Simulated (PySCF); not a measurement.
# C₃: singlet, from a linear chain start

Aim: relax C₃ as a singlet from a linear chain start, check by its vibrations whether the end is a minimum, and collect its spectrum and constants.

Program: PySCF 2.14.0. Level of theory: PBE0, basis C def2-TZVP, no relativity, density fitting. These are calculated values, not measurements.

## 1. Starting geometry

3 atoms, charge 0, spin multiplicity 1.

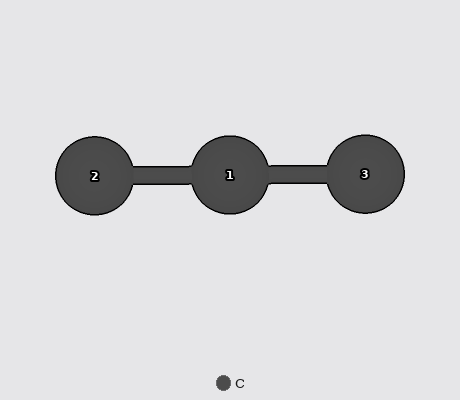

As it starts; carbon dark grey; atoms are numbered from 1 in the order of the file.

```xyz
3
charge 0 multiplicity 1
C     0.0000    0.0000    0.0000
C     0.0000    0.0000    1.4250
C     0.0000    0.0000   -1.4250
```

## 2. The SCF at the typed geometry

The steps below are one call of a driver around PySCF. For each, scf.py gives the equivalent set-up of the SCF; relaxations use the driver's own optimiser. After this first run the driver tries any further starts and a stability analysis.

scf.py

```python
from pyscf import gto, scf, dft
mol = gto.M(atom='''
C      0.000000     0.000000     0.000000
C      0.000000     0.000000     1.425000
C      0.000000     0.000000    -1.425000''',
    basis={'C': 'def2-TZVP'},
    charge=0, spin=0)
mf = dft.RKS(mol, xc='PBE0')
mf.grids.atom_grid = (50, 194)
aux = {'C': 'def2-universal-JKFIT'}
mf = mf.density_fit(auxbasis=aux)
mf.conv_tol = 1e-08
mf.diis_space = 10
mf.max_cycle = 60
mf.init_guess = 'minao'
mf.verbose = 4
mf.kernel()
```

Launch:

```sh
> OMP_NUM_THREADS=2 python axn.py task.json out
```

What it wrote:

```text
init E= -113.855945372701
  HOMO = -0.284715909081792  LUMO = -0.154646946689379  gap/eV = 3.53936
cycle= 1 E= -113.87580216356  delta_E= -0.0199  |g|= 0.277  |ddm|= 1.58
  HOMO = -0.356561699246707  LUMO = -0.19818364253903  gap/eV = 4.30969
cycle= 2 E= -113.853831363787  delta_E= 0.022  |g|= 0.394  |ddm|= 0.401
  HOMO = -0.357591996289439  LUMO = -0.178595872086435  gap/eV = 4.87073
cycle= 3 E= -113.892874159695  delta_E= -0.039  |g|= 0.0687  |ddm|= 0.28
  HOMO = -0.351047177128461  LUMO = -0.170021915988048  gap/eV = 4.92595
cycle= 4 E= -113.894122913121  delta_E= -0.00125  |g|= 0.00603  |ddm|= 0.0637
  HOMO = -0.353281692860828  LUMO = -0.171646024496174  gap/eV = 4.94256
cycle= 5 E= -113.894134049686  delta_E= -1.11e-05  |g|= 0.00069  |ddm|= 0.00942
  HOMO = -0.353111676866273  LUMO = -0.171533123705436  gap/eV = 4.94100
cycle= 6 E= -113.894134183601  delta_E= -1.34e-07  |g|= 0.000106  |ddm|= 0.00187
  HOMO = -0.353123350707689  LUMO = -0.17154224067914  gap/eV = 4.94107
cycle= 7 E= -113.894134186779  delta_E= -3.18e-09  |g|= 1.15e-05  |ddm|= 0.000149
  HOMO = -0.353125547651577  LUMO = -0.171544213878721  gap/eV = 4.94108
Extra cycle  E= -113.894134186723  delta_E= 5.64e-11  |g|= 1.86e-05  |ddm|= 2.96e-05
converged SCF energy = -113.894134186723
```

This step, with its further starts and checks, ran for 3.8 s (2 threads of Arm Neoverse V1, shared host).

Energies from each starting density:

```csv
start,energy (Eh)
the minimal-basis guess,-113.894134
a thermally smeared density,-113.894134
a smeared PBE density,-113.894134
```

The test of internal stability and the other starts found no lower closed-shell solution.

## 3. Relaxing the singlet from the linear chain start

The program finds D∞h symmetry in the start, which this walk keeps.

Edit scf.py of step 2 so:

```diff
@@ -15 +14,0 @@
-mf.init_guess = 'minao'
```

The optimiser's trace:

```csv
step,energy (Eh),change (kJ/mol),largest symmetric gradient (Eh/bohr)
0,-113.894134,0.00,0.12371
1,-113.928356,-89.85,0.04265
2,-113.930241,-94.80,0.01650
3,-113.930641,-95.85,0.00144
4,-113.930644,-95.86,0.00005
```

The walk took 2.9 s.

Geometry (Å) and forces (eV/Å) at some steps:

```
step 0
C    0.000   0.000   0.000   0.000   0.000   0.000
C    0.000   0.000   1.425   0.000   0.000  -6.362
C    0.000   0.000  -1.425   0.000   0.000   6.362
step 1
C    0.000   0.000   0.000   0.000   0.000   0.000
C    0.000   0.000   1.259   0.000   0.000   2.193
C    0.000   0.000  -1.259   0.000   0.000  -2.193
step 2
C    0.000   0.000   0.000   0.000   0.000   0.002
C    0.000   0.000   1.301   0.000   0.000  -0.849
C    0.000   0.000  -1.301   0.000   0.000   0.847
step 3
C    0.000   0.000   0.000   0.000   0.000   0.000
C    0.000   0.000   1.289   0.000   0.000  -0.074
C    0.000   0.000  -1.289   0.000   0.000   0.074
step 4
C    0.000   0.000   0.000   0.000   0.000   0.000
C    0.000   0.000   1.288   0.000   0.000   0.003
C    0.000   0.000  -1.288   0.000   0.000  -0.003
```

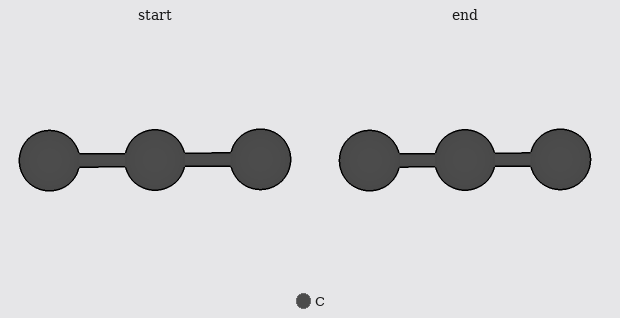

Start and end of the relaxation.

End point (D∞h, 4 steps, 95.9 kJ/mol gained): C–C 1.288 Å (×2); C–C–C 180.0°.

## 4. Hessian and properties

The point is checked on the finer grid, and tightened if its gradient asks for it. The Hessian and the dipole derivatives come from central differences of analytic gradients, with steps of 0.02 bohr.

Edit scf.py of step 3 so:

```diff
@@ -3,3 +3,3 @@
-C      0.000000     0.000000     0.000000
-C      0.000000     0.000000     1.425000
-C      0.000000     0.000000    -1.425000''',
+C      0.000000    -0.000000    -0.000000
+C      0.000000     0.000000     1.288381
+C      0.000000    -0.000000    -1.288381''',
@@ -9 +9 @@
-mf.grids.atom_grid = (50, 194)
+mf.grids.atom_grid = (75, 302)
@@ -12 +12 @@
-mf.conv_tol = 1e-08
+mf.conv_tol = 1e-10
```

This SCF starts from the last density.

Log of the central SCF (cycles and frontier levels):

```text
init E= -113.930643475459
  HOMO = -0.351301668111667  LUMO = -0.166226812172015  gap/eV = 5.03614
cycle= 1 E= -113.930643475445  delta_E= 1.31e-11  |g|= 6.91e-06  |ddm|= 5.87e-06
  HOMO = -0.351301668336848  LUMO = -0.16622684416782  gap/eV = 5.03614
Extra cycle  E= -113.930643475312  delta_E= 1.33e-10  |g|= 2.19e-05  |ddm|= 1.85e-05
converged SCF energy = -113.930643475312
```

The whole step took 7.5 s.

Geometry: D∞h; C–C 1.288 Å (×2); C–C–C 180.0°.

Modes, for the most abundant isotopes:

| symmetry | ω (cm⁻¹) | IR (km/mol) |
| --- | --- | --- |
| πu | 86 | 31.9 |
| σg+ | 1250 | 0.0 |
| σu+ | 2158 | 915 |

No imaginary mode, so this is a minimum.

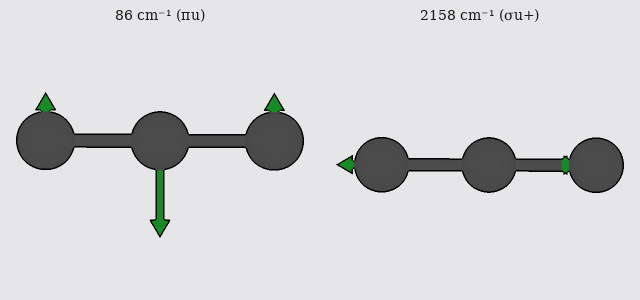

How the atoms move in 2 of the modes.

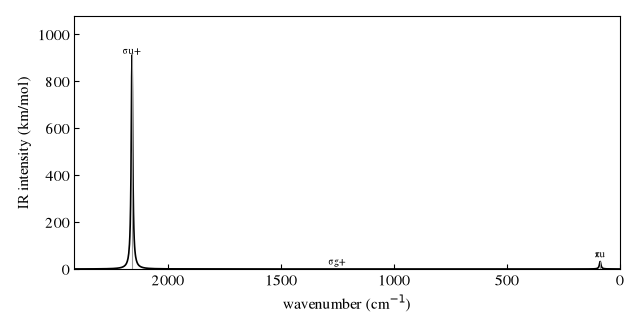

The harmonic infrared spectrum (widths in cm⁻¹). Lines are broadened to a width of 8 cm⁻¹ (Lorentzian).

Properties at this point:

| Item | Value |
| --- | --- |
| Dipole moment | 0.00 D |
| Highest occupied level | -9.56 eV |
| Lowest empty level | -4.52 eV |
| Rotational constants | 0.4232 cm⁻¹ |
| Zero-point energy | 21.4 kJ/mol |
| Principal polarisabilities | 22.4, 22.4, 49.3 bohr³ |
| Atomisation energy without zero-point energy | 1351 kJ/mol |
| Principal traceless quadrupole moments about the centre of mass | -6.03, 3.02, 3.02 D Å |
| Entropy at 298.15 K and 1 bar | 239.2 J/(mol K) |
| Heat capacity Cp at 298.15 K | 46.3 J/(mol K) |
| Enthalpy at 298.15 K above 0 K | 12.72 kJ/mol |
| Rotational symmetry number | 2 |

Charges (e) and bond orders:

| atom | Mulliken | Löwdin | polar tensor | Mayer order to C1 |
| --- | --- | --- | --- | --- |
| C1 | 0.16 | -0.26 | -0.67 | – |
| C2,3 | -0.08 | 0.13 | 0.34 | 1.53 |

Mulliken populations on C1: s 3.12, p 2.67, d 0.04, f 0.01.

## 5. Would spin polarisation lower it?

At the lowest minimum the closed shell is tested against spin polarisation, on the (50, 194) grid. It is stable.

## 6. Summary of results

| quantity | value |
| --- | --- |
| minimum | singlet, D∞h |
| geometry | C–C 1.288 Å (×2); C–C–C 180.0° |
| wavenumbers (cm⁻¹) | 86 (πu), 1250 (σg+), 2158 (σu+) |
| dipole moment | 0.00 D |
| highest occupied, lowest empty level | -9.56, -4.52 eV |
| polar-tensor charge of C1 | -0.67 e |
| zero-point energy | 21.4 kJ/mol |
| entropy at 298.15 K | 239.2 J/(mol K) |
| atomisation energy (no zero-point energy) | 1351 kJ/mol |

In words: The linear chain start keeps its D∞h symmetry and ends in a minimum. The strongest infrared band lies at 2158 cm⁻¹ (σu+, stretch). C1 has a polar-tensor charge of -0.7 e (a dipole derivative, not a static charge), yet symmetry cancels the bond dipoles. Other starts or spin states, not run here, may lie lower.

The search up to here ran for 15 s (2 threads of Arm Neoverse V1, shared host).
